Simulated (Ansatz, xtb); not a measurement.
Stretching the Ge2–H3 bond in GaGeH5 (SMILES [GaH2][GeH3]) (multiplicity 1 held, fragments rigid). Energies count from the point at 1.541 Å.
Geometry at that point (charge 0, multiplicity 1):
```xyz
7

Ga    -1.23044    -0.07769    -0.29200
Ge     1.15730     0.07023     0.27369
H      1.98202    -1.14288    -0.19966
H      1.78713     1.32897    -0.36154
H      1.35930     0.19977     1.79857
H     -2.21720     1.04515     0.20263
H     -1.80127    -1.26983    -1.14606
```

U- levels take the lowest unrestricted solution at each point, which mixes spins at long bonds. Active spaces are followed from a long bond inwards. Left out are points that failed, MP2 points in a non-variational dive below the minimum, coupled-cluster points behind a sign of a changed root (a jump of the amplitudes, or a one-step jump against full CI or MRCI), small-basis points behind a change of solution, and semi-empirical points at long bonds. Levels need not reach the same state.

Correlated levels freeze the cores. Filled d and f shells under p-block atoms count as core.

Programs: Ansatz (a program for electronic structure) with Gaussian orbitals; xtb for the GFN methods. Each number belongs to the level named beside it. The GFN methods have no spin term and hold the electronic entropy of 300 K.

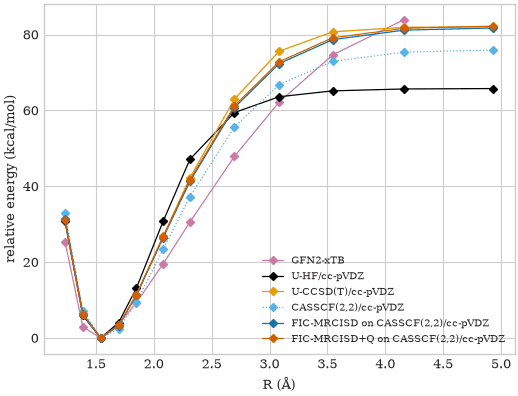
Figure: Relative energy along the coordinate

**Question.** Read off the GFN2-xTB curve at R = 2.312.

**Answer.** about 31 kcal/mol

Doubts at one or more of the structures used: a spin-contaminated determinant (U-HF/cc-pVDZ, U-CCSD(T)/cc-pVDZ); T1 above 0.05 (U-CCSD(T)/cc-pVDZ).
